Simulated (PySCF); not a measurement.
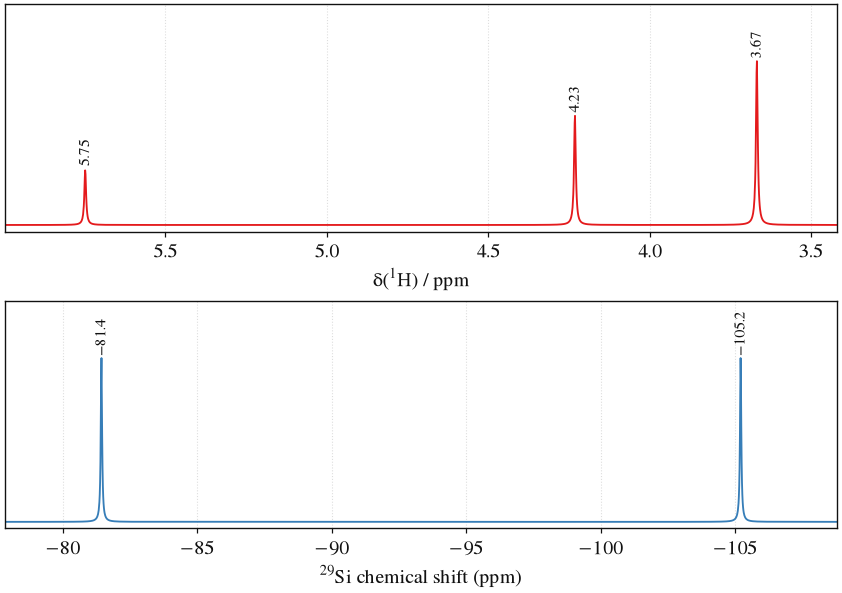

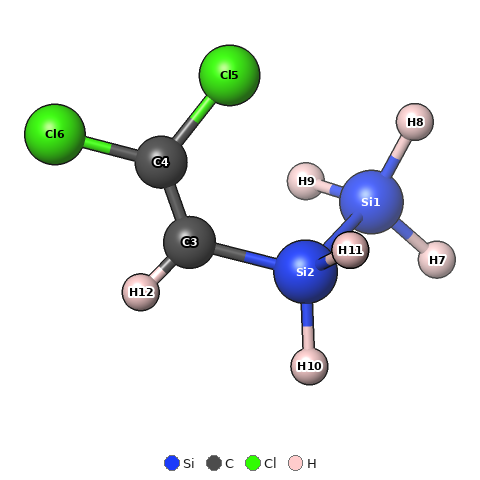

Spectrum and numbered structure of C₂H₆Cl₂Si₂, SMILES [SiH3][SiH2]C=C(Cl)Cl. GIAO shifts, KT2/pcSseg-1 in PySCF 2.14.0, at a PBE0-D3(BJ)/def2-SVP geometry (no frequency check), against TMS for ¹H and TMS for ²⁹Si computed at the same level. Gas phase, fully decoupled, line heights follow the number of nuclei, widths are arbitrary (no quadrupolar broadening); values of one conformer, averaged over nuclei that symmetry or rotation about single bonds exchange, these motions taken as fast; other conformers aren't averaged in.

Q: Which atoms give which ¹H line?

A:
```
δ (ppm)  nuclei       atoms
   5.75       1         H12
   4.23       2    H10, H11
   3.67       3  H7, H8, H9
```

Q: Which atoms give which ²⁹Si line?

A:
```tsv
δ (ppm)	nuclei	atoms
−81.4	1	Si2
−105.2	1	Si1
```
